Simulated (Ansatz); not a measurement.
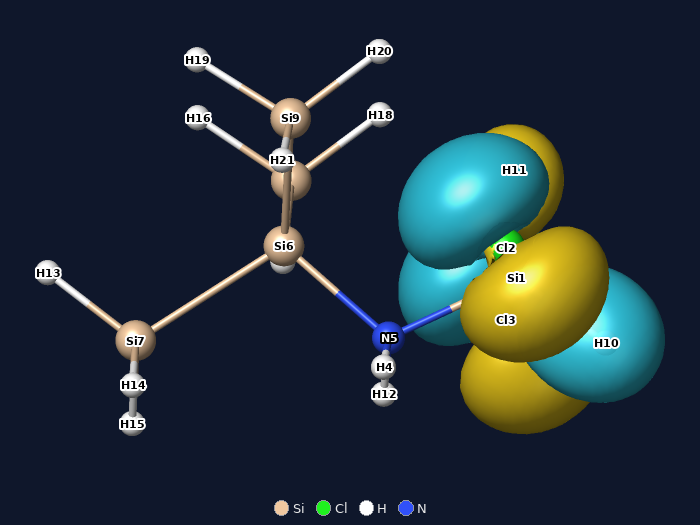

Cl2H13NSi5. The HOMO at ±0.1 Å⁻³ᐟ² (yellow and cyan are the two phases), seen from one side.

The reactant side of a reaction path; geometry: PBE0-D4/def2-TZVP; a saddle point, not a minimum.

Level of theory: RKS PBE0-D4/def2-TZVPP (Ansatz).

```xyz
21

Si   -0.0625   -1.1172    2.3084
Cl    2.1240   -0.6622    2.4447
Cl   -2.2761   -1.2845    2.0222
H     0.5226    1.1329    1.7344
N    -0.2045    0.5113    1.3805
Si    0.0002    0.3032   -0.4599
Si   -0.2241    2.4646   -1.3361
Si   -1.6898   -1.0762   -1.3092
Si    2.1349   -0.5273   -0.9436
H    -0.2066   -1.0874    3.7709
H     0.1844   -2.2795    1.4399
H    -1.1276    0.8981    1.5770
H    -0.0657    2.3970   -2.8110
H     0.8177    3.3582   -0.7608
H    -1.5652    3.0157   -1.0010
H    -1.4251   -1.0087   -2.7767
H    -3.0361   -0.5161   -1.0449
H    -1.5596   -2.4804   -0.8608
H     2.1417   -0.4952   -2.4360
H     2.3204   -1.9243   -0.4920
H     3.1972    0.3784   -0.4462
```

**Where does this orbital lie, and at what energy?**

By Hirshfeld shares it lies mainly on Cl2 (about 40 %), Cl3 (about 40 %), Si1 (about 10 %) and H10 (about 5 %); largely a combination of lone pairs on Cl2 and Cl3. Its energy is −7.86 eV.
